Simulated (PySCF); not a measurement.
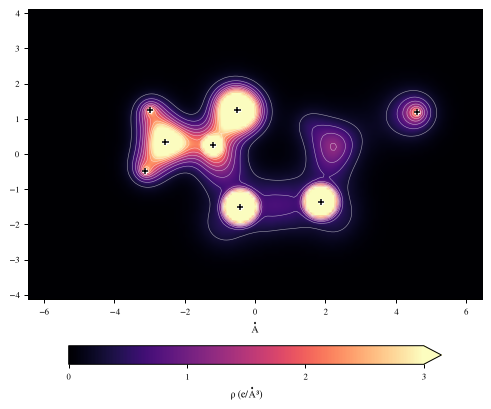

The electron density on a plane through atoms (crosses mark nuclei in the plane).

Computed with PySCF 2.14.0, CAM-B3LYP/def2-SVPD, SCF density, gas phase.

Candidates:
A. C5H13GeN (SMILES C=[C](C)[GeH2][N](C)C)
B. CH10N2OSi3 (SMILES NC(=O)[SiH2][SiH2]N[SiH3])

Q: Which candidate gave the map?

A: Candidate B: CH10N2OSi3 on the plane of atoms H8, N1 and H9, which holds N, C, O, Si and H. C–O (1.22 Å): ρ at the midpoint is about 3.2 e/Å³. C–N (1.35 Å): ρ is about 2.4 e/Å³ halfway.
